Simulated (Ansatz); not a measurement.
Relaxed Al (fcc, Cu type):

```xyz
4
Lattice="4.0400 0.0000 0.0000 0.0000 4.0400 0.0000 0.0000 0.0000 4.0400" Properties=species:S:1:pos:R:3 pbc="T T T"
Al     0.0000     0.0000     0.0000
Al     2.0200     2.0200     0.0000
Al     2.0200     0.0000     2.0200
Al     0.0000     2.0200     2.0200
```

In this cell atom 4 (Al, nearest neighbour Al at 2.857 Å; its periodic images, 4.0 Å or more away, move with it) is moved by u·(1.000, 0.000, 0.000) + v·(0.000, 0.000, 1.000); the rest is frozen.

The numbers are results of PBE (plane waves to 420 eV, PAW, scalar-relativistic; Ansatz, a program for electronic structure), not measurements. k mesh 9×9×9 (Γ-centred), Fermi-Dirac smearing 0.05 eV. E stands for the smeared free energy. With partly filled bands, energies and forces of such displacements shift with the k mesh and the smearing. On this mesh the relaxed cell isn't quite at rest: it carries a pressure of 0.2 GPa (compression positive) at the zero of the scan. Al was relaxed with its symmetry unable to fall. The PAW data are Ansatz's earlier set. ΔE is measured from the undisplaced structure. Axes are in Å.

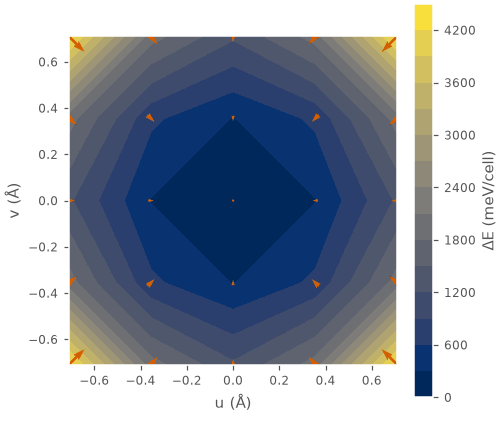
*ΔE (meV/cell) over the plane, with arrows for the in-plane force on the moved atom.*

Lowest place on the grid: u = 0.000 Å, v = 0.000 Å (0 meV/cell). Highest place on the grid, met at several equal points: u = -0.710 Å, v = -0.710 Å; u = 0.710 Å, v = -0.710 Å; u = -0.710 Å, v = 0.710 Å; u = 0.710 Å, v = 0.710 Å (4321 meV/cell). Centre of the map: a minimum. Principal force constants in the plane (five-point differences of the forces): 4.5 eV/Å², isotropic.

(For displaced atoms, the force is minus the slope of the energy, and its curvature is a force constant, which sets phonon frequencies.)
